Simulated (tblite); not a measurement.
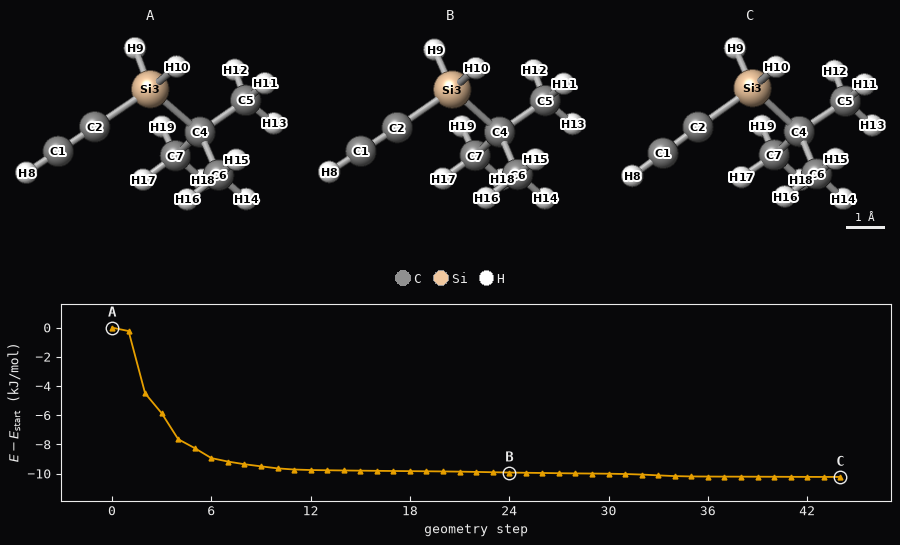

Frames of a relaxation of C6H12Si, marked on the history of the run. Style: ball-and-stick. Shown from a free direction.

Computed with GFN2-xTB geometry optimisation, gas phase in tblite 0.8.0. 

> What happens along the run?

After 44 geometry steps the energy has fallen by 10.2 kJ/mol. The atom that moves furthest after the best rigid fit is H8 (0.20 Å). By element the largest moves are H 0.20 Å, C 0.16 Å, Si 0.07 Å. Some distances before and after: Si3–C4 1.981 → 1.920 Å, C4–C7 1.551 → 1.529 Å, Si3–H10 1.488 → 1.468 Å, Si3–H9 1.484 → 1.468 Å. Bond angles that change, for instance: C2–Si3–C4 111.0° → 107.6°, C4–Si3–H10 107.0° → 110.2°, H9–Si3–H10 108.7° → 111.1°. The run took 0.32 s on 1 thread of Arm Neoverse V1 (shared host). From step 0 to 24: C2 moves most (0.09 Å), energy −9.92 kJ/mol. From step 24 to 44: H8 moves most (0.15 Å), energy −0.30 kJ/mol.
